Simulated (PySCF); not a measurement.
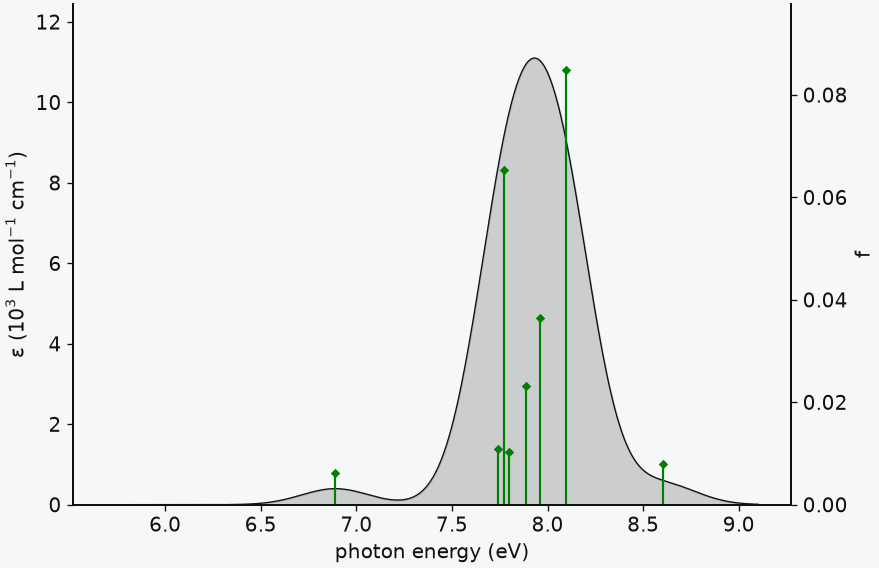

Vertical TDDFT excitations, B3LYP/def2-SVPD with PySCF 2.14.0, at a GFN2-xTB geometry (no frequency check), gas phase. Only the first 8 singlet excitations are included; each is broadened by a Gaussian of 1/e half-width 0.25 eV. Sticks give oscillator strengths (right axis).

> Whose absorption spectrum is this?
A. C₄H₉ClSSi, SMILES CS[Si]1(Cl)CCC1
B. C₄H₁₁BO₂, SMILES CC(C)(C)B(O)O
C. CH₉NSSi₂, SMILES CS[SiH2]N[SiH3]

Option B. Its lowest singlet lies at 6.89 eV (f = 0.006) and the brightest of those computed is S7 at 8.10 eV (153 nm), f = 0.085, mainly HOMO → LUMO+3 (99 %).

Caveats: states above the negative HOMO energy depend on the basis; the tight-binding geometry is rougher than a DFT one and adds to the error; core orbitals are frozen in the response.
